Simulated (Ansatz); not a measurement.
**In2O3 (R-3c): spin-orbit coupling beyond the local functionals**

Wanted: gaps of In2O3 (R-3c) with and without spin-orbit coupling, with cost.

Main program and level: Ansatz 0.2.0; density functionals with and without spin-orbit coupling, plane waves, PAW.

**What was measured.**

- Gap 3.08 eV: optical gap from linear extrapolation of the absorption edge; UV-visible absorption, Tauc-type extrapolation; powder (hydrothermally grown microspheres, annealed at 400 C) (“Fabrication and performance enhancement of an In2O3/BiVO4 heterojunction for N-butanol gas sensing applications”, 2024, pmc:11650617).

## Step 1: Starting point

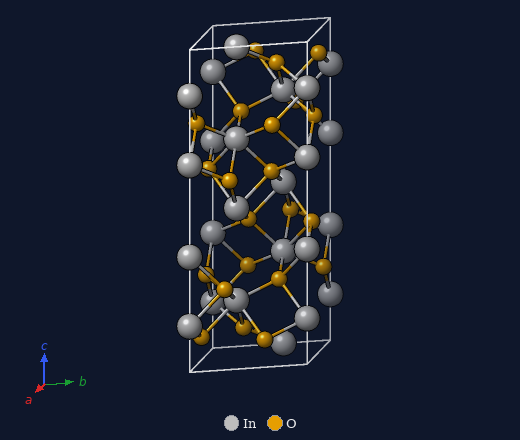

Start, viewed slightly off an axis; indium light grey, oxygen orange. This picture shows the conventional cell, with its axes. Some periodic images of atoms are drawn too.

The cell and positions come from the Crystallography Open Database and are kept as given unless a step says otherwise. This is not the form that In2O3 usually takes at ambient conditions. The default PAW set here is soft_2. Its files were made with PBE.

## Step 2: HSE06, 4×4×4 mesh

This step: DFT, HSE06, plane waves, PAW.

The input, input.yaml:

```yaml
crystal:
  lattice:
    - [2.7435, 1.5839604635, 4.8366666667]
    - [-2.7435, 1.5839604635, 4.8366666667]
    - [0.0, -3.167920927, 4.8366666667]
  atoms:
    - { symbol: In, position: [0.35731, 0.35731, 0.35731] }
    - { symbol: In, position: [0.14269, 0.14269, 0.14269] }
    - { symbol: In, position: [0.64269, 0.64269, 0.64269] }
    - { symbol: In, position: [0.85731, 0.85731, 0.85731] }
    - { symbol: O, position: [0.548, 0.952, 0.25] }
    - { symbol: O, position: [0.25, 0.548, 0.952] }
    - { symbol: O, position: [0.952, 0.25, 0.548] }
    - { symbol: O, position: [0.452, 0.048, 0.75] }
    - { symbol: O, position: [0.75, 0.452, 0.048] }
    - { symbol: O, position: [0.048, 0.75, 0.452] }
kpoints:
  mp_grid: { grid: [4, 4, 4] }
  band_path:
    path:
      - [0.0, 0.0, 0.0]
      - [0.5, 0.5, 0.5]
      - [0.76183349, 0.23816651, 0.5]
      - [0.5, -0.23816651, 0.23816651]
      - [0.5, 0.0, 0.0]
      - [0.36908326, -0.36908326, 0.0]
      - [0.63091674, 0.0, 0.36908326]
      - [0.5, 0.0, 0.5]
      - [0.3, 0.0, 0.0]
    npoints: 1
hamiltonian:
  xc: hse06
scf:
  occupations: { method: fixed }
  n_extra_bands: 7
output:
  eigenvalues: true
```

On the command line:

```console
ansatz run input.yaml --threads 8 --pin off --max-ram 55296MiB --backend cuda --events-out ev --progress --plain --runs-dir out --devices 1 --max-vram 24GiB  # rebuilt from the run's record
```

Numbers of over 12 decimals in the logs are rounded to 6 here.

What it wrote:

```text
scf.n_extra_bands = 7 over 44 filled bands (N_el = 88.0): the run solves 51 bands
GPUs: using 1 of 1 available (devices: 1).
Engine: ansatz 0.2.0, x86_64-unknown-linux-gnu
Pseudopotentials: kind: paw
Pseudopotential: In, paw, valence charge 13, recommended cutoff 420 eV (normal), In.paw.azcp
Pseudopotential: O, paw, valence charge 6, recommended cutoff 420 eV (normal), O.paw.azcp
Functional definition: HSE06
  parameter a = 0.25
  parameter omega = 0.11/bohr
  exchange = pbe_x - a*pbe_x_sr(omega) + a*exact_x_sr(omega)
  correlation = pbe_c
davidson cushion auto → on  (no smearing: the cushion is to keep the highest requested band from converging to the state above it; pin scf.eigensolver.cushion to override)
concurrent solve slots: 7 of 8 are kept, ahead of what memory takes: no pass of the eigensolver takes more rounds on 7
device memory: the entry about to start is reckoned to put 5.9 GiB on a device that reports 78.6 GiB free (of which the cap on the GPU budget leaves the run 24.0 GiB)
GPU FFT provider: cuFFT
GPU libraries: cuBLAS 13.8.2, cuFFT 12.4.0, cuSOLVER 12.3.4
Crystal: 10 atoms, lattice volume = 126.109 Å³
Basis set: ecut = 420 eV, 2453 PW (Γ)
Bands: 51, of which v1, the nominal top of the filled ones, is band 44 counted from 1 (43 counted from 0)
Symmetry: 12 space group operations
Space group: R-3c (ITA 167), of the structure as read, at distance tolerance 5.0e-5 Å
k-points: 13 of 64
Non-local potential: In, projectors of the file, l = 0: 2, l = 1: 2, l = 2: 2, l = 3: 2
Non-local potential: O, projectors of the file, l = 0: 2, l = 1: 2, l = 2: 1
PAW form: soft (Blöchl's): semilocal exchange-correlation on the pseudo side does not see the compensation charge
PAW frozen core: In, regenerated for the run's functional, and the local potential with it (the file was generated under x = pbe(κ = 0.804, μ = 0.219515), c = pbe(β = 0.066725))
PAW frozen core: O, regenerated for the run's functional, and the local potential with it (the file was generated under x = pbe(κ = 0.804, μ = 0.219515), c = pbe(β = 0.066725))
PAW one-centre angular grid: In, 590 points (default); XC on 64 Gauss nodes
PAW one-centre angular grid: O, 110 points (default); XC on 96 Gauss nodes
Initial density: superposition of atomic densities (neutral atoms: chi_scale 0, normalization atom), corrected by the library's trained network
Initial wavefunctions: pseudopotential atomic-orbital guess
GPU buffer pool allocated for 64000 grid points (all kernels)
GPU transforms: local potential and band sums: pruned to the plane-wave sphere, on 40×40×40
Functional: x = pbe(κ = 0.804, μ = 0.219515), c = pbe(β = 0.066725), warm-up for x = pbe(κ = 0.804, μ = 0.219515) + 0.25 (exact − pbe) at short range (hse, ω = 0.207870 Å⁻¹), c = pbe(β = 0.066725); HSE06 as pw.x's `hse` composes it (authors' and Libxc's form: `xc: wpbeh`)
[...]
Frozen-core exchange: fock
SCF iter   1: F=—  HF=-25811.000984 eV  |F-HF|=—  |Δ(HF+E_count)|=         —  Δρ=5.29e-5  dr2=2.91e-6  ethr=5.31e-7  ⟨swp⟩=3.1  Hψ=1533  notcnv=0
preconditioner: auto → none  [insulator: Δε(μ)=2.824 eV  Ē_g=17.925 eV  n_scr=32 (ndim 8)  ℏωp=31.0 eV  f_vac=0.024]
iter 2 solved again at ethr=1.00e-10 eV; its pass at ethr=2.74e-9 eV (dr2=8.84e-8 eV) is discarded
SCF iter   2: F=—  HF=-25811.000986 eV  |F-HF|=—  |Δ(HF+E_count)|=   1.84e-6  Δρ=1.54e-5  dr2=2.21e-7  ethr=1.00e-10  ⟨swp⟩=2.9  Hψ=3997  notcnv=0
SCF iter   3: F=-25811.000987 eV  HF=-25811.000987 eV  |F-HF|=1.01e-8  |Δ(HF+E_count)|=   1.47e-6  Δρ=8.63e-6  dr2=3.75e-8  ethr=1.00e-10  ⟨swp⟩=6.5  Hψ=2714  notcnv=0  defer=8
SCF 3 converged in 3 iterations: F = -25811.000987 eV  dr2 = 3.75e-8
hybrid outer 2: dexx = +1.345e-6 eV, tail = 1.17e-7 eV, Δε = 2.76e-3 eV (about 1.24e-4 eV left of the loop's levels)
device memory: the entry about to start is reckoned to put 1.0 GiB on a device that reports 78.5 GiB free (of which the cap on the GPU budget leaves the run 24.0 GiB)
NSCF: frozen V_eff on 9 k-points
hybrid SCF converged: 2 outer / 9 inner (+2 warm-up), last move |dexx| = 1.34e-6 eV, tail = 1.17e-7 eV
Stability not checked: this state was not tested for a lower state beside it, because the functional holds exact exchange (a hybrid, or Hartree-Fock), whose exchange loop this test does not read (fock_operator; see scf.lower_state_search)
Free energy (F): -25811.000987 eV
Frozen-core exchange: fock
Harris-Foulkes:  -25811.000987 eV  (|F-HF|=1.01e-8)
Internal energy: -25811.000987 eV  (E = F + TS)
E sigma→0 (E₀):  -25811.000987 eV
Fermi energy:    7.844152 eV
--- Per-component energies (eV) ---
  E_band       = -126.433955
  E_kinetic    = 2042.615999
  E_local      = -5868.547438  (includes V_loc(G=0)·N_el)
  E_nonlocal   = 1769.715781
  E_hartree    = 2267.497054
  E_xc         = -1033.556601
  E_vxc        = -761.419857  (∫ρ·V_xc dr)
  E_exx        = -247.534119  (= α·E_x^exact, valence–valence)
  E_paw        = -17631.981699  (= ΣΔE_a)
  E_vpaw       = -1348.747895  (= ΣTr[D̂ρ^β])
  E_aug_tail   = 0.014448  (compensation charges beyond the density's cutoff)
  E_ewald      = -7111.109369
  E_core_change = 1.884955  (= ΣΔE_core)
  E_smearing   = -0.000000  (= −TS)
  E_closure    = -0.000000  (closes the sum)
  Σ components = -25811.000987   (vs F -25811.000987, Δ=0.00e0)
--- Band table (eV; the first three rows and the last of 13) ---
  k-point 0: bands = [... 40 lower, 7.5755, 7.5755, 7.8442, 7.8442, 10.6682, 15.1672, 16.0488, 17.1311, ... 3 higher]
  k-point 1: bands = [... 40 lower, 7.4293, 7.4837, 7.6564, 7.8277, 12.2128, 15.7295, 15.7730, 16.4553, ... 3 higher]
  k-point 2: bands = [... 40 lower, 7.1069, 7.1069, 7.7717, 7.7717, 14.5398, 14.5398, 15.5841, 15.5841, ... 3 higher]
  k-point 12: bands = [... 40 lower, 7.6617, 7.6617, 7.6617, 7.6617, 13.9126, 13.9126, 17.0826, 17.0826, ... 3 higher]
```

Run time: 12 s. Hardware: 1 × NVIDIA H100 80GB HBM3 with 8 threads of AMD EPYC 7R13 (Zen 3), shared host; peak memory 1.6 GiB.

This step gave:

| Item | Value |
| --- | --- |
| gap | 2.824 eV |
| valence top at | Γ |
| conduction bottom at | Γ |
| least direct gap | 2.824 eV |
| exact-exchange fraction | 0.25 |

The gap is direct, at Γ.

## Step 3: HSE06+SOC, 4×4×4 mesh

Spin-orbit coupling can split or shift the edges; a non-collinear run measures by how much.

This step: DFT, HSE06 with spin-orbit coupling, plane waves, PAW.

input.yaml, as its differences from that of step 2:

```diff
@@ -34,3 +34,6 @@
   occupations: { method: fixed }
-  n_extra_bands: 7
+  n_extra_bands: 14
+magnetization:
+  noncollinear: true
+  spin_orbit: true
 output:
```

What it wrote:

```text
[...]
GPUs: using 1 of 1 available (devices: 1).
[...]
non-collinear run that drives no moment, with spin-orbit: no starting moment large enough to seed its density (crystal.atoms[].spin), no starting occupations that ask for one, no magnetisation constraint and no magnetic field, so the semilocal B_xc is pinned to zero
[...]
GPU FFT provider: cuFFT
GPU libraries: cuBLAS 13.8.2, cuFFT 12.4.0, cuSOLVER 12.3.4
Crystal: 10 atoms, lattice volume = 126.109 Å³
Basis set: ecut = 420 eV, 2453 PW (Γ)
Bands: 102, of which v1, the nominal top of the filled ones, is band 88 counted from 1 (87 counted from 0)
Symmetry: 12 space group operations + 12 with time reversal
[...]
k-points: 13 of 64
Projection manifold: j_resolved (fully-relativistic pseudo-atomic orbitals)
[...]
GPU buffer pool allocated for 64000 grid points (all kernels)
[...]
SCF iter   1: F=—  HF=-25805.092081 eV  |F-HF|=—  |Δ(HF+E_count)|=         —  Δρ=7.45e-2  dr2=4.78e0  dr2_m=0.00e0 (ungated)  ethr=1.00e-1  |M|=0.00e0 ∫|m|=0.00e0 μB  |m|>n=0.0e0 m-floor=0.0e0 τ_xc=0.0e0  β_m=0.30  ⟨swp⟩=3.4  Hψ=5163  notcnv=0
[...]
SCF iter   5: F=-25803.975763 eV  HF=-25803.975671 eV  |F-HF|=9.19e-5  |Δ(HF+E_count)|=   3.17e-4  Δρ=5.59e-4  dr2=1.70e-4  dr2_m=0.00e0 (ungated)  ethr=1.37e-5  |M|=0.00e0 ∫|m|=0.00e0 μB  |m|>n=0.0e0 m-floor=0.0e0 τ_xc=0.0e0  ⟨swp⟩=3.0  Hψ=3455  notcnv=0
SCF 1 stopped early in 5 iterations: F = -25803.975763 eV  dr2 = 1.70e-4
[...]
GPU FFT provider: cuFFT
GPU libraries: cuBLAS 13.8.2, cuFFT 12.4.0, cuSOLVER 12.3.4
Projection manifold: j_resolved (fully-relativistic pseudo-atomic orbitals)
[...]
GPU buffer pool allocated for 64000 grid points (all kernels)
[...]
Frozen-core exchange: fock
SCF iter   1: F=—  HF=-25803.216562 eV  |F-HF|=—  |Δ(HF+E_count)|=         —  Δρ=1.01e-2  dr2=1.03e-1  dr2_m=0.00e0 (ungated)  ethr=1.93e-6  |M|=0.00e0 ∫|m|=0.00e0 μB  |m|>n=0.0e0 m-floor=0.0e0 τ_xc=0.0e0  β_m=0.30  ⟨swp⟩=8.0  Hψ=7768  notcnv=0
[...]
SCF iter   5: F=-25803.233038 eV  HF=-25803.233045 eV  |F-HF|=7.08e-6  |Δ(HF+E_count)|=   5.08e-4  Δρ=1.42e-4  dr2=1.71e-5  dr2_m=0.00e0 (ungated)  ethr=2.00e-8  |M|=0.00e0 ∫|m|=0.00e0 μB  |m|>n=0.0e0 m-floor=0.0e0 τ_xc=0.0e0  ⟨swp⟩=6.0  Hψ=5559  notcnv=0  defer=6
SCF 2 stopped early in 5 iterations: F = -25803.233038 eV  dr2 = 1.71e-5
[...]
hybrid outer 1: dexx = +4.953e-2 eV, tail = 1.30e-4 eV
GPU FFT provider: cuFFT
GPU libraries: cuBLAS 13.8.2, cuFFT 12.4.0, cuSOLVER 12.3.4
Projection manifold: j_resolved (fully-relativistic pseudo-atomic orbitals)
GPU buffer pool allocated for 64000 grid points (all kernels)
[...]
Frozen-core exchange: fock
SCF iter   1: F=—  HF=-25803.231542 eV  |F-HF|=—  |Δ(HF+E_count)|=         —  Δρ=5.22e-5  dr2=2.32e-6  dr2_m=0.00e0 (ungated)  ethr=7.36e-7  |M|=0.00e0 ∫|m|=0.00e0 μB  |m|>n=0.0e0 m-floor=0.0e0 τ_xc=0.0e0  β_m=0.30  ⟨swp⟩=3.1  Hψ=3001  notcnv=0
[...]
SCF iter   3: F=-25803.231547 eV  HF=-25803.231547 eV  |F-HF|=1.33e-8  |Δ(HF+E_count)|=   9.26e-9  Δρ=1.43e-5  dr2=6.31e-8  dr2_m=0.00e0 (ungated)  ethr=1.92e-10  |M|=0.00e0 ∫|m|=0.00e0 μB  |m|>n=0.0e0 m-floor=0.0e0 τ_xc=0.0e0  ⟨swp⟩=2.6  Hψ=2952  notcnv=0
SCF 3 converged in 3 iterations: F = -25803.231547 eV  dr2 = 6.31e-8
[...]
NSCF: frozen V_eff on 9 k-points
[...]
Magnetization: |M| = 0.0000 μB,  M = (+0.0000, +0.0000, +0.0000) μB
Absolute magnetization: 0.0000 μB (∫|m|)
  site 0: m = (+0.0000, +0.0000, +0.0000) μB, |m| = 0.0000 μB  (R = 0.87 Å)
  site 1: m = (+0.0000, +0.0000, +0.0000) μB, |m| = 0.0000 μB  (R = 0.87 Å)
  site 2: m = (+0.0000, +0.0000, +0.0000) μB, |m| = 0.0000 μB  (R = 0.87 Å)
  site 3: m = (+0.0000, +0.0000, +0.0000) μB, |m| = 0.0000 μB  (R = 0.87 Å)
  site 4: m = (+0.0000, +0.0000, +0.0000) μB, |m| = 0.0000 μB  (R = 0.87 Å)
  site 5: m = (+0.0000, +0.0000, +0.0000) μB, |m| = 0.0000 μB  (R = 0.87 Å)
  site 6: m = (+0.0000, +0.0000, +0.0000) μB, |m| = 0.0000 μB  (R = 0.87 Å)
  site 7: m = (+0.0000, +0.0000, +0.0000) μB, |m| = 0.0000 μB  (R = 0.87 Å)
  site 8: m = (+0.0000, +0.0000, +0.0000) μB, |m| = 0.0000 μB  (R = 0.87 Å)
  site 9: m = (+0.0000, +0.0000, +0.0000) μB, |m| = 0.0000 μB  (R = 0.87 Å)
Free energy (F): -25803.231547 eV
Frozen-core exchange: fock
[...]
Internal energy: -25803.231547 eV  (E = F + TS)
E sigma→0 (E₀):  -25803.231547 eV
Fermi energy:    7.851738 eV
[...]
--- Band table (eV; the first three rows and the last of 13) ---
  k-point 0: bands = [... 84 lower, 7.8411, 7.8411, 7.8517, 7.8517, 10.6689, 10.6689, 15.1600, 15.1600, ... 10 higher]
  k-point 1: bands = [... 84 lower, 7.6571, 7.6571, 7.8282, 7.8282, 12.2122, 12.2122, 15.7263, 15.7263, ... 10 higher]
  k-point 2: bands = [... 84 lower, 7.7723, 7.7723, 7.7723, 7.7723, 14.5374, 14.5374, 14.5374, 14.5374, ... 10 higher]
  k-point 12: bands = [... 84 lower, 7.6671, 7.6671, 7.6671, 7.6671, 13.9095, 13.9095, 13.9095, 13.9095, ... 10 higher]
```

Elapsed: 70 s, on 1 × NVIDIA H100 80GB HBM3 with 8 threads; peak memory 3.4 GiB; 7.2 min of CPU time.

Numbers from this step:

```
gap                     : 2.817 eV
valence top at          : Γ
conduction bottom at    : Γ
least direct gap        : 2.817 eV
exact-exchange fraction : 0.25
```

The gap stands −0.01 eV against HSE06.

## Step 4: Together

Times are wall times on 1 × NVIDIA H100 80GB HBM3 with 8 threads of AMD EPYC 7R13 (Zen 3), shared host, good to a factor of about two.

| level | gap (eV) | with coupling (eV) | change (eV) | time | with coupling |
| --- | --- | --- | --- | --- | --- |
| HSE06 | 2.82 | 2.82 | −0.01 | 12 s | 70 s |

## Step 5: Summary of results

* HSE06: 2.82 eV
* HSE06+SOC: 2.82 eV

What this shows: Spin-orbit coupling changes the gap by −0.01 eV and the least direct gap by −0.01 eV. Against experiment, by HSE06+SOC: the gap of 2.82 eV lies −0.26 eV from the measured 3.08 eV (optical, 2024). An exciton line or allowed optical edge lies below the quasiparticle gap by the binding energy; a forbidden edge can push the onset above it. The lattice is static and excitons are left out.

[Paths, hosts, dates, memory and timing lines, banners, echoed tables and standing remarks are left out of the program output.]

[Logs are printed without paths, hosts, clocks, repeated set-up lines and the standing remarks that a program may print on its own settings, such as how far it seeks lower states.]

[Runs of the session that timed out or met a known fault of the program may be left out.]

[Cells called generated may have been cut or substituted from an entry of the Crystallography Open Database or the Materials Project.]

[Hosts, paths, dates, database ids (printed as entryN), source tags and the programs' standing remarks are cut or masked in the printed files.]
